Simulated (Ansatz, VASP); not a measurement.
## Fe in two plane-wave programs

Aim: how closely do two programs agree when they are given the same cell, functional and k mesh? The cell comes out of the VASP series on this material, whose earlier steps may have relaxed, scaled or displaced it; both programs get it as it stands.

Calculated with Ansatz 0.2.0; plane waves, with VASP 6.6.1 beside it; relaxation of cell and atoms at r2SCAN with rVV10.

## Step 1: Set-up

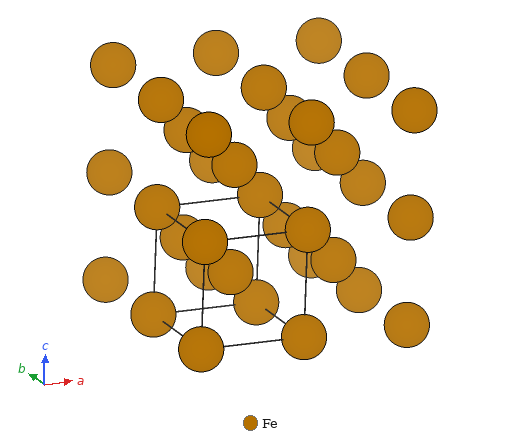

The starting structure, seen slightly off an axis (iron orange). 2×2×2 cells are drawn. This picture shows the conventional cell, with its axes. Some periodic images of atoms are drawn too.

## Step 2: Ansatz: relaxation of cell and atoms, r2SCAN with rVV10

Ansatz runs on its default PAW (the set named soft_2) files.

The relaxed volume is the usual yardstick between codes: its relative difference is about their pressure difference at one cell divided by the bulk modulus.

Contents of input.yaml:

```yaml
crystal:
  lattice:
    - [-1.4291092726, 1.4291092726, 1.4291092726]
    - [1.4291092726, -1.4291092726, 1.4291092726]
    - [1.4291092726, 1.4291092726, -1.4291092726]
  atoms:
    - { symbol: Fe, position: [0.0, 0.0, 0.0], spin: 3.0 }
hamiltonian:
  xc: r2scan
  pseudopotentials: { kind: paw }
  dispersion: rvv10
magnetization:
  spin_polarized: true
kpoints:
  mp_grid: { grid: [22, 22, 22] }
scf:
  occupations: { method: methfessel_paxton, width: 0.15 }
relax:
  f_tol: 0.01
  max_steps: 60
  cell: { stress_tol: 0.05 }
output:
  forces: true
  stress: true
```

Command:

```console
$ ansatz run input.yaml --threads 4 --pin off --max-ram 9216MiB --backend cpu --events-out ev --progress --plain --runs-dir out
```

Numbers of over 12 decimals in the logs are rounded to 6 here.

Log:

```text
Engine: ansatz 0.2.0, x86_64-unknown-linux-gnu
Pseudopotentials: kind: paw
Pseudopotential: Fe, paw, valence charge 16, recommended cutoff 500 eV (meta_gga), Fe.paw.azcp
Functional definition: r2SCAN+rVV10
  parameter k0 = 0.174
  parameter k1 = 0.065
  parameter a1 = 4.9479
  exchange = r2scan_x(k0 = k0, k1 = k1, a1 = a1)
  correlation = r2scan_c + rvv10(11.95, 0.0093)
Crystal: 1 atoms, lattice volume = 11.675 Å³
Basis set: ecut = 500 eV, 321 PW (Γ), exchange–correlation on 96×96×96 points (64 copies of the dense FFT grid, shifted against one another)
Bands: 14, of which v1, the nominal top of the filled ones, is band 8 counted from 1 (7 counted from 0)
Symmetry: 48 space group operations
Space group: Im-3m (ITA 229), of the structure as read, at distance tolerance 2.3e-5 Å
Magnetic group: BNS 229.140 (UNI 1642), of the structure as read, at distance tolerance 2.3e-5 Å
k-points: 328 of 10648
Non-local potential: Fe, projectors of the file, l = 0: 3, l = 1: 2, l = 2: 3, l = 3: 1
PAW form: soft (Blöchl's): semilocal exchange-correlation on the pseudo side does not see the compensation charge
rVV10 density: all electrons in the spheres
PAW frozen core: Fe, regenerated for the run's functional (the file was generated under x = pbe(κ = 0.804, μ = 0.219515), c = pbe(β = 0.066725))
PAW one-centre angular grid: Fe, 590 points (default); XC on 160 Gauss nodes
Initial density: superposition of atomic densities (chi_scale 0.1, normalization cell)
Starting moments: Σ|m| = 3 μB on 1 of 1 site
Initial wavefunctions: pseudopotential atomic-orbital guess
Functional: x = r2scan, c = r2scan + rvv10(b = 11.95, C = 0.0093); τ floored in thin density (d = 2e-4 eV/Å³)
SCF iter   1: F=—  HF=-4484.767427 eV  |F-HF|=—  |Δ(HF+E_count)|=         —  Δρ=8.61e-2 (↑3.55e-2 ↓8.61e-2)  dr2=1.11e0  dr2_τ=5.35e-3  dr2_m=9.33e-2  M=2.749 μB ∫|m|=2.843 μB  β_m=1.00  ethr=3.10e-3  ⟨swp⟩=4.6  Hψ=43567  notcnv=0
Mixer restart at iter 1: flushing history
preconditioner: auto → none  [metal: Δε(μ)=0.019 eV  Ē_g=15.326 eV  σ=0.150 eV  W_gap=0.07  n_scr=0 (ndim 8)  ℏωp=30.7 eV  f_vac=0.000  D(μ)=0.71/eV (n_scr^D=12)]
SCF iter   2: F=—  HF=-4484.524548 eV  |F-HF|=—  |Δ(HF+E_count)|=   2.43e-1  Δρ=2.98e-2 (↑2.98e-2 ↓1.57e-2)  dr2=1.80e-2  dr2_τ=3.48e-3  dr2_m=4.77e-2  M=2.722 μB ∫|m|=2.957 μB  β_m=1.00  ethr=3.10e-3  ⟨swp⟩=3.2  Hψ=21947  notcnv=0  defer=773  κ⁻¹=1.0e0(r=1)
SCF iter   3: F=—  HF=-4484.697868 eV  |F-HF|=—  |Δ(HF+E_count)|=         —  Δρ=1.02e-2 (↑1.02e-2 ↓6.27e-3)  dr2=6.27e-3  dr2_τ=3.07e-4  dr2_m=2.63e-3  M=2.708 μB ∫|m|=2.984 μB  β_m=1.00  ethr=1.13e-4  ⟨swp⟩=2.2  Hψ=17760  notcnv=0  defer=773
Mixer restart at iter 3: flushing history
SCF iter   4: F=—  HF=-4484.828429 eV  |F-HF|=—  |Δ(HF+E_count)|=   1.31e-1  Δρ=5.51e-3 (↑5.25e-3 ↓5.51e-3)  dr2=4.43e-3  dr2_τ=2.09e-4  dr2_m=6.39e-5  M=2.693 μB ∫|m|=2.988 μB  β_m=1.00  ethr=3.92e-5  ⟨swp⟩=2.1  Hψ=16520  notcnv=0  defer=771  κ⁻¹=1.0e0(r=1)
SCF iter   5: F=—  HF=-4484.928999 eV  |F-HF|=—  |Δ(HF+E_count)|=   1.01e-1  Δρ=4.39e-3 (↑3.49e-3 ↓4.39e-3)  dr2=2.87e-3  dr2_τ=1.14e-4  dr2_m=7.22e-5  M=2.680 μB ∫|m|=2.986 μB  β_m=1.00  ethr=2.77e-5  ⟨swp⟩=2.0  Hψ=17184  notcnv=0  defer=767  κ⁻¹=6.8e-2(r=2)
SCF iter   6: F=—  HF=-4485.019209 eV  |F-HF|=—  |Δ(HF+E_count)|=   9.02e-2  Δρ=1.73e-3 (↑1.51e-3 ↓1.73e-3)  dr2=8.69e-4  dr2_τ=8.95e-6  dr2_m=3.95e-6  M=2.658 μB ∫|m|=2.977 μB  β_m=1.00  ethr=1.80e-5  ⟨swp⟩=2.1  Hψ=17879  notcnv=0  defer=765  κ⁻¹=6.8e-3(r=3)
SCF iter   7: F=—  HF=-4485.020993 eV  |F-HF|=—  |Δ(HF+E_count)|=   1.78e-3  Δρ=4.02e-4 (↑3.30e-4 ↓4.02e-4)  dr2=1.55e-5  dr2_τ=1.94e-6  dr2_m=5.49e-6  M=2.651 μB ∫|m|=2.970 μB  β_m=1.00  ethr=5.43e-6  ⟨swp⟩=2.4  Hψ=15351  notcnv=0  defer=762  κ⁻¹=2.0e-3(r=4)
SCF iter   8: F=—  HF=-4485.017402 eV  |F-HF|=—  |Δ(HF+E_count)|=         —  Δρ=6.29e-4 (↑5.11e-4 ↓6.29e-4)  dr2=1.26e-6  dr2_τ=5.72e-7  dr2_m=3.46e-5  M=2.655 μB ∫|m|=2.975 μB  β_m=1.20  ethr=9.69e-8  ⟨swp⟩=2.4  Hψ=14911  notcnv=0  defer=762
[...]
iteration 8: the input's own smearing fills from here on; a Gaussian of 0.15 eV has filled iterations ahead of it
[...]
SCF iter  10: F=—  HF=-4485.017436 eV  |F-HF|=—  |Δ(HF+E_count)|=   3.93e-7  S|Δr|=    0.00e0  Δρ=4.98e-5 (↑3.07e-5 ↓4.98e-5)  dr2=3.33e-7  dr2_τ=8.92e-9  dr2_m=1.71e-8  M=2.655 μB ∫|m|=2.976 μB  β_m=1.20  ethr=3.99e-9  ⟨swp⟩=1.5  Hψ=9959  notcnv=0  defer=762  κ⁻¹=5.0e-3(r=2)
SCF iter  11: F=—  HF=-4485.017437 eV  |F-HF|=—  |Δ(HF+E_count)|=   4.20e-7  S|Δr|=    0.00e0  Δρ=2.33e-5 (↑2.33e-5 ↓2.01e-5)  dr2=8.56e-8  dr2_τ=2.39e-9  dr2_m=1.30e-9  M=2.655 μB ∫|m|=2.976 μB  β_m=1.20  ethr=6.25e-10  ⟨swp⟩=2.6  Hψ=31051  notcnv=0  κ⁻¹=1.3e-3(r=3)
SCF iter  12: F=-4485.017437 eV  HF=-4485.017437 eV  |F-HF|=3.07e-8  |Δ(HF+E_count)|=   3.06e-7  S|Δr|=    0.00e0  Δρ=5.92e-6 (↑5.80e-6 ↓5.92e-6)  dr2=4.79e-9  dr2_τ=9.25e-11  dr2_m=2.58e-10  M=2.655 μB ∫|m|=2.976 μB  ethr=5.35e-10  ⟨swp⟩=4.0  Hψ=27357  notcnv=0
SCF 1 converged in 12 iterations: F = -4485.017437 eV  dr2 = 4.79e-9
  greatest PAW one-centre occupation: 1.004 electrons in one spin orbital (limit 2), on the Fe atom at site 0 (counted from 0), in its partial waves of l = 1
relax step   1: F+E_penalty+E_count = -4485.01743687 eV  Δ(F+E_penalty+E_count) = +0.000e0 eV  max|allowed force component| = 0.000e0 eV/Å  Δτ_max = 0.0000 Å  P = +0.007 GPa  Ω = 11.675 Å³  (12 SCF iters, dr2 threshold 1.00e-7 eV, accepted)
rVV10 density: all electrons in the spheres
Initial density: handed on by an earlier stage of this run
Starting moments: Σ|m| = 3 μB on 1 of 1 site; this step starts from the density that it was given
Initial wavefunctions: pseudopotential atomic-orbital guess (no wavefunctions were taken with the density)
iter 1 solved again at ethr=1.62e-9 eV; its pass at ethr=3.10e-3 eV (dr2=2.59e-7 eV) is discarded
SCF iter   1: F=—  HF=-4485.017437 eV  |F-HF|=—  |Δ(HF+E_count)|=         —  Δρ=5.90e-6 (↑5.85e-6 ↓5.90e-6)  dr2=4.90e-9  dr2_τ=9.16e-11  dr2_m=2.55e-10  M=2.655 μB ∫|m|=2.976 μB  β_m=1.20  ethr=1.62e-9  ⟨swp⟩=3.8  Hψ=75833  notcnv=0
preconditioner: auto → none  [metal: Δε(μ)=0.007 eV  Ē_g=15.783 eV  σ=0.150 eV  W_gap=0.04  n_scr=0 (ndim 8)  ℏωp=30.7 eV  f_vac=0.000  D(μ)=0.72/eV (n_scr^D=12)]
SCF iter   2: F=—  HF=-4485.017437 eV  |F-HF|=—  |Δ(HF+E_count)|=   5.28e-8  S|Δr|=    0.00e0  Δρ=4.56e-6 (↑4.23e-6 ↓4.56e-6)  dr2=2.54e-9  dr2_τ=3.11e-11  dr2_m=1.02e-10  M=2.655 μB ∫|m|=2.976 μB  β_m=1.20  ethr=3.06e-11  ⟨swp⟩=1.7  Hψ=11698  notcnv=0  κ⁻¹=1.0e0(r=1)
SCF iter   3: F=—  HF=-4485.017437 eV  |F-HF|=—  |Δ(HF+E_count)|=   2.03e-8  S|Δr|=    0.00e0  Δρ=1.70e-6 (↑1.62e-6 ↓1.70e-6)  dr2=2.96e-10  dr2_τ=4.37e-12  dr2_m=3.77e-11  M=2.655 μB ∫|m|=2.976 μB  β_m=1.20  ethr=1.59e-11  ⟨swp⟩=2.0  Hψ=14370  notcnv=0  κ⁻¹=6.2e-2(r=2)
SCF iter   4: F=—  HF=-4485.017437 eV  |F-HF|=—  |Δ(HF+E_count)|=   3.20e-9  S|Δr|=    0.00e0  Δρ=6.14e-7 (↑5.08e-7 ↓6.14e-7)  dr2=6.91e-11  dr2_τ=8.43e-13  dr2_m=5.32e-13  M=2.655 μB ∫|m|=2.976 μB  β_m=1.20  ethr=1.85e-12  ⟨swp⟩=2.0  Hψ=14402  notcnv=0  κ⁻¹=6.3e-3(r=3)
SCF iter   5: F=—  HF=-4485.017437 eV  |F-HF|=—  |Δ(HF+E_count)|=  2.23e-10  S|Δr|=    0.00e0  Δρ=2.60e-7 (↑1.35e-7 ↓2.60e-7)  dr2=4.35e-12  dr2_τ=8.18e-14  dr2_m=1.80e-12  M=2.655 μB ∫|m|=2.976 μB  β_m=1.20  ethr=1.00e-12  ⟨swp⟩=3.9  Hψ=37265  notcnv=0  κ⁻¹=2.5e-3(r=4)
SCF iter   6: F=-4485.017437 eV  HF=-4485.017437 eV  |F-HF|=2.73e-12  |Δ(HF+E_count)|=  3.82e-11  S|Δr|=    0.00e0  Δρ=6.93e-8 (↑6.93e-8 ↓4.68e-8)  dr2=4.55e-13  dr2_τ=1.22e-14  dr2_m=2.17e-13  M=2.655 μB ∫|m|=2.976 μB  ethr=1.00e-12  ⟨swp⟩=4.9  Hψ=30681  notcnv=0
SCF 2 converged in 6 iterations: F = -4485.017437 eV  dr2 = 4.55e-13
relax step   2: F+E_penalty+E_count = -4485.01743688 eV  Δ(F+E_penalty+E_count) = -7.478e-9 eV  max|allowed force component| = 0.000e0 eV/Å  Δτ_max = 0.0000 Å  P = +0.007 GPa  Ω = 11.675 Å³  stress off target by 6.94e-3 GPa  SCF on the basis re-selected at this cell (its energy is not comparable with the rows above)  (6 SCF iters)
basis re-selected at this cell: Δ(F+E_penalty+E_count) = -7.478e-9 eV, ΔP = +0.000 GPa vs the last step (what re-selecting the basis moved, of the pressure what is left beyond the Pulay correction that the steps carried, after the strain that the cell walked since its last selection, with what the two solves' SCF thresholds leave and, on support functions, any second-order correction that the steps lacked; it is no measure of the basis error at this ecutwfc). This SCF's stress stands 6.94e-3 GPa from its target on what of the cell is left free (relax.cell.stress_tol is 5.00e-2 GPa) and its largest allowed force component is 0.00e0 eV/Å (relax.f_tol is 1.00e-2 eV/Å): [rest of the remark cut]
SCF converged after 6 iterations
Stability not checked: this state was not tested for a lower state beside it, because cold or Methfessel-Paxton smearing, or corrected tetrahedra, fill the levels in a way that the test cannot read (fill_not_monotonic; see scf.lower_state_search)
Magnetization: 2.6552 μB (9.3276 up, 6.6724 down)
Absolute magnetization: 2.9771 μB (∫|ρ↑−ρ↓|, with the PAW one-centre terms)
Spin contamination: 0.1220 ħ² per cell (⟨S²⟩ above its minimum at these occupations)
Per-site moments (μB) at R_I (Å): [(2.807941, 1.021057)]
Free energy (F): -4485.017437 eV
Harris-Foulkes:  -4485.017437 eV  (|F-HF|=2.73e-12)
Internal energy: -4485.017476 eV  (E = F + TS)
E sigma→0 (E₀):  -4485.017447 eV
Entropy (-TS):   0.000039 eV (0.039 meV/atom)
Fermi energy:    17.874961 eV
--- Per-component energies (eV) ---
  E_band       = -242.500713
  E_kinetic    = 348.796021
  E_local      = -2099.600555  (includes V_loc(G=0)·N_el)
  E_nonlocal   = 222.939957
  E_hartree    = 881.182695
  E_xc         = -112.121468
  E_vxc        = -167.376749  (∫ρ·V_xc dr)
  E_paw        = -1379.123866  (= ΣΔE_a)
  E_vpaw       = -321.689158  (= ΣTr[D̂ρ^β])
  E_aug_tail   = 0.000148  (compensation charges beyond the density's cutoff)
  E_vtau       = 12.064267  (kinetic-family band-sum trace: ∫τ·v_τ [+ j·A + Jᵃ·Aᵃ] dr)
  E_ewald      = -2346.800934
  E_core_change = -0.289475  (= ΣΔE_core)
  E_smearing   = 0.000039  (= −TS)
  E_closure    = -0.000000  (closes the sum)
  Σ components = -4485.017437   (vs F -4485.017437, Δ=0.00e0)
--- Forces (eV/Å), atoms counted from 1 ---
  atom   1  Fe    -0.00000000     0.00000000     0.00000000
  max |Σ_I F_I| component: 1.29e-31 eV/Å
--- Stress (GPa, compression-positive) ---
        0.006939      -0.000000      -0.000000
        0.000000       0.006939       0.000000
       -0.000000       0.000000       0.006939
  P = ⅓ Tr σ = 0.0069 GPa (0.069 kbar)
--- Relaxed structure (1 steps of the walk, 1 accepted, 1 SCFs on fresh bases) ---
  F+E_penalty+E_count = -4485.01743688 eV   max|allowed force component| = 0.000e0 eV/Å   (the final SCF, on the basis selected at the relaxed cell)
  cell:  # Å, volume = 11.6750 Å³
    - [-1.4291092726, 1.4291092726, 1.4291092726]
    - [1.4291092726, -1.4291092726, 1.4291092726]
    - [1.4291092726, 1.4291092726, -1.4291092726]
  atoms:
    - { symbol: Fe, position: [0.0, 0.0, 0.0] }
```

Run time: 9.5 s. Hardware: 4 threads of Intel Xeon Platinum 8559C (Emerald Rapids), shared host; peak memory 0.56 GiB.

(Part 1 of 2 ends here.)

[Lines on the potential files, build, host, timing and source positions are cut from VASP's logs without a mark.]

[Logs are printed without paths, hosts, clocks, repeated set-up lines and the standing remarks that a program may print on its own settings, such as how far it seeks lower states.]

[Hosts, paths, dates, database ids (printed as entryN), source tags and the programs' standing remarks are cut or masked in the printed files.]
